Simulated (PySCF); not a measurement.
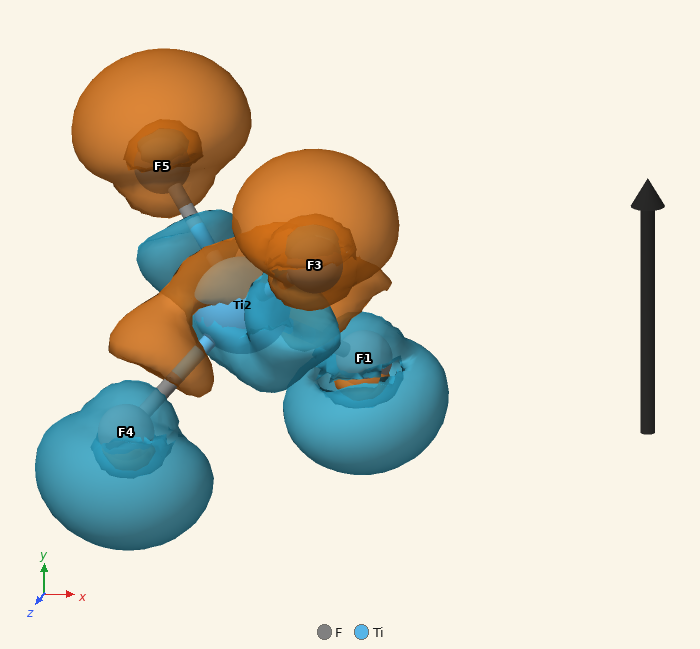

*F₄Ti, SMILES `F[Ti](F)(F)F`. Change of the electron density in a uniform field of 0.21 V/Å along +y (arrow), surfaces at ±0.0015 e/Å³ (light blue: gain, orange: loss).*

Computed with PySCF, BP86/def2-SVPD, geometry: GFN2-xTB. This is a single-reference result, which may miss multireference character in this system. No frequency check shows the geometry to be a minimum. GFN2-xTB bond lengths at metals and heavier atoms can be off by up to 0.1 Å and shapes distorted, which carries into these values.

Q: How large is the response?

A: The induced dipole is 0.34 D (along the field); α along this axis, from the fields in both directions, is 33 bohr³ (4.9 Å³).

Q: Which atoms gain and lose the most charge?

A: Electrons gather most on F4 (Hirshfeld charge changes by −0.009 e) and leave F5 most (+0.009 e); 0.033 electrons are displaced in all.

The PySCF run took 37 s on 1 thread of Intel(R) Xeon(R) Platinum 8259CL CPU @ 2.50GHz (Skylake/Cascade Lake), on a shared host, peak memory 0.46 GiB.
